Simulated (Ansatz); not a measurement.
# Geometry relaxation of BN₂H₅ClF (part 1 of 2)

The run: geometry relaxation of BN₂H₅ClF. Method and program: RHF/def2-SVP (Ansatz 0.2.0).

The input holds or restrains some coordinates. Forces given for the steps count only the free coordinates. It belongs to a series of runs on one base structure; here: pulled along the bonds that form and break, towards end A. Figures and captions count atoms from 1; the log counts them from 0 in places.

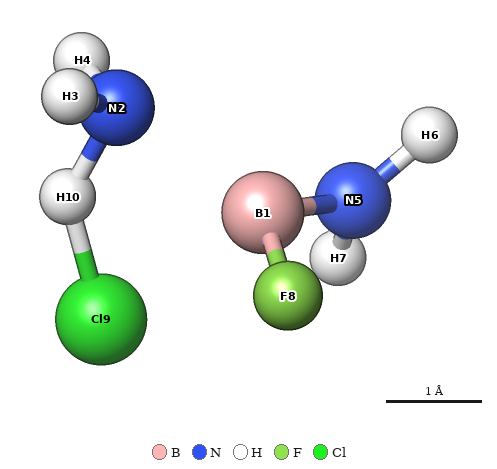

The structure as given in the input (ball-and-stick view, seen at a tilt; atoms are numbered from 1 in the order of the input).

### Input file
```yaml
crystal:
  periodic: [false, false, false]
  atoms:
    - { symbol: B, position_ang: [0.0, 0.0, 0.0] }
    - { symbol: "N", position_ang: [0.0, 0.0, 1.9] }
    - { symbol: H, position_ang: [-0.877, -0.2713, 2.43] }
    - { symbol: H, position_ang: [0.877, 0.2713, 2.43] }
    - { symbol: "N", position_ang: [1.3423, 0.0, -0.775] }
    - { symbol: H, position_ang: [1.8089, -0.9179, -1.0268] }
    - { symbol: H, position_ang: [1.7937, 0.9179, -1.0532] }
    - { symbol: F, position_ang: [-1.1431, 0.0, -0.66] }
    - { symbol: Cl, position_ang: [-0.2702, 2.0319, 0.6811] }
    - { symbol: H, position_ang: [-0.1503, 1.1304, 1.745] }
basis:
  gaussian: { orbitals: def2-SVP }
hamiltonian:
  xc: hf
relax:
  f_tol: 0.15
  max_steps: 25
  restrain:
    - { distance: [0, 8], at: 3.06, k: 30.0 }
    - { distance: [9, 1], at: 2.26, k: 30.0 }
    - { distance: [0, 1], at: 1.55, k: 30.0 }
    - { distance: [9, 8], at: 1.37, k: 30.0 }
output:
  orbitals: {}
```

Command:
```bash
ansatz run input.yaml --threads 2 --pin off --max-ram 3072MiB --backend cpu --events-out ev --progress --plain --runs-dir out
```

### What the program printed
```
The last accepted step is kept in [file] (removed where the run ends without a failure and the disk answers)
Engine: ansatz 0.2.0, aarch64-unknown-linux-gnu
Functional definition: HF
  exchange = exact_x
  correlation = 0
1084 factors; integrals over basis functions are off by at most 3.7e-4 eV
mean field evaluation 1: about -18910.5279 eV, gradient 4.0e1 eV
mean field evaluation 2: about -18910.6941 eV, gradient 4.0e1 eV
mean field evaluation 4: about -18914.2069 eV, gradient 3.0e0 eV
mean field evaluation 8: about -18914.2490 eV, gradient 1.8e-1 eV
mean field -18914.24915459 eV, -695.0858358926 hartree, gradient 7.5e-5 eV, S^2 0.000000; 0 other end points of the search recorded, 0 dependent functions left out
the calculation of the forces begins
reference -18914.24915459 eV, -695.0858358926 hartree; 25, 25 occupied and 74, 74 virtual orbitals, 1084 factors
relax step   1: F+E_penalty+E_count = -18914.24915459 eV  Δ(F+E_penalty+E_count) = +0.000e0 eV  max|allowed force component| = 6.113e0 eV/Å  E_restraint = 32.45488345 eV  max|allowed force component, restraints' pulls added| = 3.411e1 eV/Å  Δτ_max = 0.0000 Å  (37 SCF iters, accepted)
  distance B 0 - Cl 8 = 2.1600 Å
  distance H 9 - N 1 = 1.1508 Å
  distance B 0 - N 1 = 1.9000 Å
  distance H 9 - Cl 8 = 1.3996 Å
these checks for a lower state are left out or cut short: starts, cluster_reference, orbital_swaps, neighbouring_geometries, increment
1084 factors; integrals over basis functions are off by at most 6.8e-4 eV
mean field evaluation 16: about -18915.0066 eV, gradient 1.0e0 eV
mean field -18915.00904800 eV, -695.1137614605 hartree, gradient 7.7e-6 eV, S^2 0.000000; 0 other end points of the search recorded, 0 dependent functions left out
[... from here on the field's lines of each further geometry are left out, up to the last ...]
relax step   2: F+E_penalty+E_count = -18915.00904800 eV  Δ(F+E_penalty+E_count) = -7.599e-1 eV  max|allowed force component| = 2.514e0 eV/Å  E_restraint = 17.31740728 eV  max|allowed force component, restraints' pulls added| = 2.531e1 eV/Å  Δτ_max = 0.1948 Å  (42 SCF iters, accepted)
relax step   3: F+E_penalty+E_count = -18915.69624106 eV  Δ(F+E_penalty+E_count) = -6.872e-1 eV  max|allowed force component| = 2.963e0 eV/Å  E_restraint = 5.41334902 eV  max|allowed force component, restraints' pulls added| = 1.477e1 eV/Å  Δτ_max = 0.1948 Å  (37 SCF iters, accepted)
relax step   4: F+E_penalty+E_count = -18916.75407736 eV  Δ(F+E_penalty+E_count) = -1.058e0 eV  max|allowed force component| = 2.627e0 eV/Å  E_restraint = 0.74096053 eV  max|allowed force component, restraints' pulls added| = 5.889e0 eV/Å  Δτ_max = 0.1946 Å  (37 SCF iters, accepted)
relax step   5: F+E_penalty+E_count = -18918.06247130 eV  Δ(F+E_penalty+E_count) = -1.308e0 eV  max|allowed force component| = 1.776e0 eV/Å  E_restraint = 0.10088282 eV  max|allowed force component, restraints' pulls added| = 1.575e0 eV/Å  Δτ_max = 0.1943 Å  (36 SCF iters, accepted)
relax step   6: F+E_penalty+E_count = -18918.38845702 eV  Δ(F+E_penalty+E_count) = -3.260e-1 eV  max|allowed force component| = 1.341e0 eV/Å  E_restraint = 0.12174731 eV  max|allowed force component, restraints' pulls added| = 1.310e0 eV/Å  Δτ_max = 0.1946 Å  (36 SCF iters, accepted)
relax step   7: F+E_penalty+E_count = -18918.57584153 eV  Δ(F+E_penalty+E_count) = -1.874e-1 eV  max|allowed force component| = 1.600e0 eV/Å  E_restraint = 0.12105598 eV  max|allowed force component, restraints' pulls added| = 8.051e-1 eV/Å  Δτ_max = 0.2000 Å  (36 SCF iters, accepted)
relax step   8: F+E_penalty+E_count = -18918.70650733 eV  Δ(F+E_penalty+E_count) = -1.307e-1 eV  max|allowed force component| = 1.871e0 eV/Å  E_restraint = 0.11858631 eV  max|allowed force component, restraints' pulls added| = 7.765e-1 eV/Å  Δτ_max = 0.1643 Å  (34 SCF iters, accepted)
relax step   9: F+E_penalty+E_count = -18918.79139733 eV  Δ(F+E_penalty+E_count) = -8.489e-2 eV  max|allowed force component| = 2.079e0 eV/Å  E_restraint = 0.10225234 eV  max|allowed force component, restraints' pulls added| = 1.275e0 eV/Å  Δτ_max = 0.1971 Å  (35 SCF iters, accepted)
relax step  10: F+E_penalty+E_count = -18918.87928499 eV  Δ(F+E_penalty+E_count) = -8.789e-2 eV  max|allowed force component| = 1.831e0 eV/Å  E_restraint = 0.09520196 eV  max|allowed force component, restraints' pulls added| = 1.174e0 eV/Å  Δτ_max = 0.1943 Å  (35 SCF iters, accepted)
relax step  11: F+E_penalty+E_count = -18918.92809064 eV  Δ(F+E_penalty+E_count) = -4.881e-2 eV  max|allowed force component| = 2.009e0 eV/Å  E_restraint = 0.08641653 eV  max|allowed force component, restraints' pulls added| = 1.166e0 eV/Å  Δτ_max = 0.1921 Å  (35 SCF iters, accepted)
relax step  12: F+E_penalty+E_count = -18919.01114369 eV  Δ(F+E_penalty+E_count) = -8.305e-2 eV  max|allowed force component| = 2.050e0 eV/Å  E_restraint = 0.09128399 eV  max|allowed force component, restraints' pulls added| = 1.446e0 eV/Å  Δτ_max = 0.2000 Å  (35 SCF iters, accepted)
relax step  13: F+E_penalty+E_count = -18919.05912583 eV  Δ(F+E_penalty+E_count) = -4.798e-2 eV  max|allowed force component| = 1.798e0 eV/Å  E_restraint = 0.08377048 eV  max|allowed force component, restraints' pulls added| = 8.268e-1 eV/Å  Δτ_max = 0.1945 Å  (35 SCF iters, accepted)
relax step  14: F+E_penalty+E_count = -18919.11387166 eV  Δ(F+E_penalty+E_count) = -5.475e-2 eV  max|allowed force component| = 1.911e0 eV/Å  E_restraint = 0.08931042 eV  max|allowed force component, restraints' pulls added| = 2.212e-1 eV/Å  Δτ_max = 0.1413 Å  (35 SCF iters, accepted)
relax step  15: F+E_penalty+E_count = -18919.11824972 eV  Δ(F+E_penalty+E_count) = -4.378e-3 eV  max|allowed force component| = 1.889e0 eV/Å  E_restraint = 0.09055965 eV  max|allowed force component, restraints' pulls added| = 1.577e-1 eV/Å  Δτ_max = 0.0339 Å  (37 SCF iters, accepted)
relax step  16: F+E_penalty+E_count = -18919.11654465 eV  Δ(F+E_penalty+E_count) = +1.705e-3 eV  max|allowed force component| = 1.805e0 eV/Å  E_restraint = 0.08820921 eV  max|allowed force component, restraints' pulls added| = 3.171e-1 eV/Å  Δτ_max = 0.1051 Å  (35 SCF iters, accepted)
the calculation of the forces begins
reference -18919.12623427 eV, -695.2650652651 hartree; 25, 25 occupied and 74, 74 virtual orbitals, 1084 factors
relax step  17: F+E_penalty+E_count = -18919.12623427 eV  Δ(F+E_penalty+E_count) = -9.690e-3 eV  max|allowed force component| = 1.818e0 eV/Å  E_restraint = 0.09443739 eV  max|allowed force component, restraints' pulls added| = 2.160e-2 eV/Å  Δτ_max = 0.0418 Å  (36 SCF iters, accepted)
  distance B 0 - Cl 8 = 3.0762 Å
  distance H 9 - N 1 = 2.2555 Å
  distance B 0 - N 1 = 1.4886 Å
  distance H 9 - Cl 8 = 1.3227 Å
1084 factors; integrals over basis functions are off by at most 6.6e-4 eV
mean field evaluation 160: about -18915.3037 eV, gradient 4.1e1 eV
```

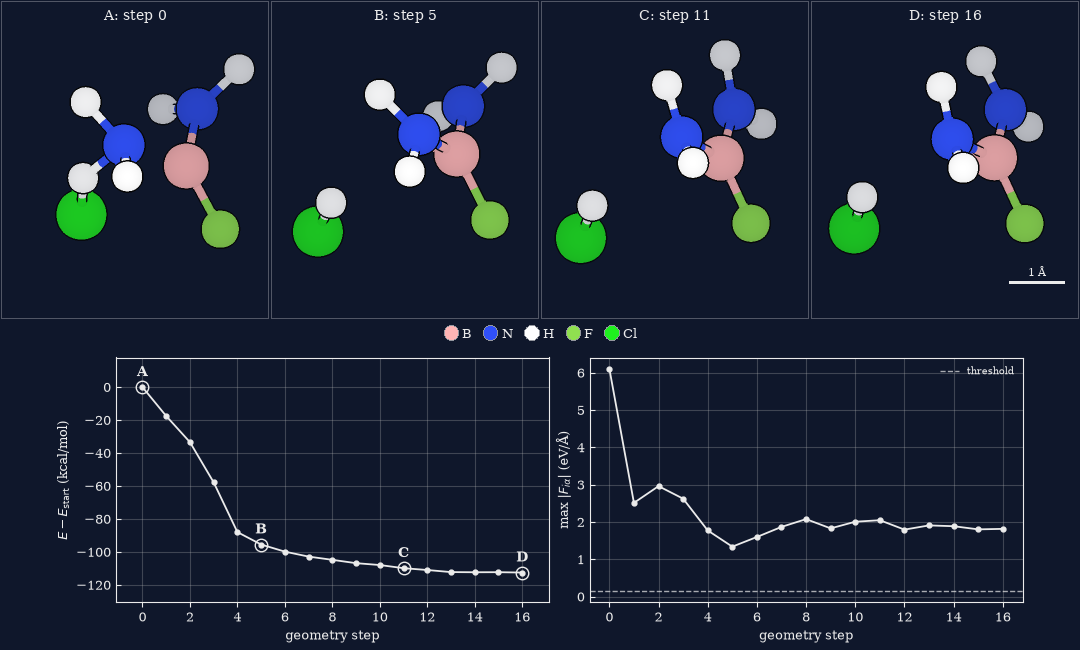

Frames of the restrained relaxation (ball-and-stick view, seen at a tilt) above the curves, on which the letters mark them (the first geometry is step 0 here and step 1 in the log).

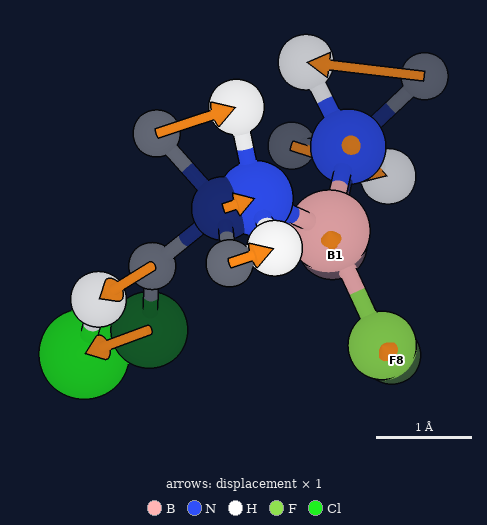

Start (faint) and end (solid) with the displacements as orange arrows, at true length (ball-and-stick view, seen at a tilt). The two geometries are laid on each other by the best rigid fit. The largest move after the best rigid fit is that of H6, 1.26 Å. Largest moves by element: H 1.26 Å, Cl 0.88 Å, N 0.36 Å, F 0.26 Å, B 0.24 Å. Distances before and after: N2–H10 1.151 → 2.255 Å, B1–N2 1.900 → 1.489 Å, B1–N5 1.550 → 1.399 Å, Cl9–H10 1.400 → 1.323 Å. Bonds break: N2–H10 (1.15 → 2.26 Å). Among the angles that change: H3–N2–H4 120.0° → 112.1°, H6–N5–H7 120.0° → 114.0°, B1–N5–H6 120.0° → 123.6°. The energy falls by 112.5 kcal/mol in 16 geometry steps. The largest force component goes from 6.1 to 1.8 eV/Å. (Atoms are counted from 1 in the order of the input.)

```
mean field -18919.12623427 eV, -695.2650652651 hartree, gradient 6.4e-6 eV, S^2 0.000000; 1 other end points of the search recorded, 0 dependent functions left out
the calculation of the forces begins
reference -18919.12623427 eV, -695.2650652651 hartree; 25, 25 occupied and 74, 74 virtual orbitals, 1084 factors
Total energy: -18919.12623427 eV, -695.2650652651 hartree
Atom 0 at     0.059557    -0.111667     0.183066 Å, force     0.027286    -0.705431     1.728580 eV/Å
Atom 1 at     0.052917    -0.300984     1.659532 Å, force     0.009136     0.367669    -1.817826 eV/Å
Atom 2 at    -0.785738    -0.668531     2.064625 Å, force    -0.005852     0.005999    -0.000066 eV/Å
Atom 3 at     0.873608    -0.643656     2.116920 Å, force    -0.000557    -0.009991    -0.006400 eV/Å
Atom 4 at     1.227449    -0.067250    -0.586701 Å, force    -0.021601     0.003525     0.003146 eV/Å
Atom 5 at     2.144452    -0.057754    -0.196507 Å, force     0.014359    -0.005234     0.009023 eV/Å
Atom 6 at     1.193809     0.184673    -1.552417 Å, force    -0.005625     0.004331     0.000853 eV/Å
Atom 7 at    -1.126351    -0.027285    -0.411625 Å, force     0.005989    -0.008281    -0.001903 eV/Å
Atom 8 at    -0.139776     2.906793     0.741676 Å, force    -0.011085    -0.558334     1.072174 eV/Å
Atom 9 at    -0.118627     1.947961     1.652531 Å, force    -0.012052     0.905747    -0.987579 eV/Å
Dipole moment:     0.481166    -0.414069     0.281755 e Å
```

### Trajectory as extended XYZ (Å, eV, eV/Å), 17 frames, from step=1 to step=17
```
10
Properties=species:S:1:pos:R:3:forces:R:3 step=1 energy=-18914.24916
B     0.0000    0.0000    0.0000    3.0412   3.4732  -0.1222
N     0.0000    0.0000    1.9000   -0.3195  -1.4304   0.5553
H    -0.8770   -0.2713    2.4300    2.4438  -0.0686  -0.5953
H     0.8770    0.2713    2.4300   -1.5565  -2.2005  -0.6706
N     1.3423    0.0000   -0.7750   -0.9626  -1.1285   1.2181
H     1.8089   -0.9179   -1.0268   -0.8819   2.5474   0.4554
H     1.7937    0.9179   -1.0532   -1.0894  -2.4973   0.7215
F    -1.1431    0.0000   -0.6600   -0.1284  -2.2415   0.8597
Cl   -0.2702    2.0319    0.6811   -0.0725   6.1128  -4.0655
H    -0.1503    1.1304    1.7450   -0.4744  -2.5667   1.6436
10
Properties=species:S:1:pos:R:3:forces:R:3 step=2 energy=-18915.00905
B     0.0290   -0.1073    0.0233    1.7928   2.3593   0.6388
N     0.0222   -0.1402    1.8552   -0.0086   0.3744  -0.9102
H    -0.8572   -0.2810    2.4231    2.0303  -0.1856  -1.1566
H     0.8590    0.2419    2.4172   -1.9353  -2.0128  -1.5161
N     1.3366   -0.0120   -0.7637   -1.0586  -0.8630   1.3021
H     1.8053   -0.9010   -1.0255   -0.4733   1.7887   0.3531
H     1.7817    0.8979   -1.0451   -1.1188  -2.1379   0.6672
F    -1.1316   -0.0233   -0.6427    1.0373  -1.5999   1.6748
Cl   -0.2887    2.2245    0.7035    0.0568   2.5145  -0.0345
H    -0.1749    1.2628    1.7257   -0.3227  -0.2377  -1.0185
10
Properties=species:S:1:pos:R:3:forces:R:3 step=3 energy=-18915.69624
B     0.0597   -0.2330    0.0679    0.7679   2.9631   1.3281
N     0.0557   -0.3111    1.7802   -0.0249   1.2693  -0.1143
H    -0.8358   -0.2839    2.3976    2.2486  -0.4711  -2.3166
H     0.8307    0.2194    2.3847   -2.1535  -2.4318  -2.6478
N     1.3241   -0.0226   -0.7459   -0.7335  -1.2476   1.2404
H     1.8031   -0.8867   -1.0218   -0.1239   1.2984   0.2290
H     1.7662    0.8764   -1.0366   -1.1937  -1.7787   0.6686
F    -1.1082   -0.0363   -0.6121    1.4520  -1.5934   1.9599
Cl   -0.3101    2.3852    0.7476    0.0608   0.6951   1.1931
H    -0.2042    1.4548    1.7094   -0.2999   1.2969  -1.5405
10
Properties=species:S:1:pos:R:3:forces:R:3 step=4 energy=-18916.75408
B     0.0922   -0.2827    0.1299    0.0591   2.6273   0.7238
N     0.0827   -0.4366    1.7126   -0.1784   2.5413   0.6002
H    -0.7908   -0.2993    2.3294    1.6773  -0.9646  -2.4683
H     0.7896    0.1612    2.3116   -1.3513  -2.4799  -2.6252
N     1.3128   -0.0476   -0.7144   -0.4119  -0.8609   1.2622
H     1.8047   -0.8742   -1.0150    0.1465   0.5004   0.1010
H     1.7366    0.8385   -1.0220   -1.0401  -1.2138   0.5717
F    -1.0786   -0.0776   -0.5631    1.2491  -1.3358   1.9301
Cl   -0.3328    2.5341    0.7813    0.0342   0.3821   0.7024
H    -0.2352    1.6466    1.7208   -0.1845   0.8038  -0.7981
```
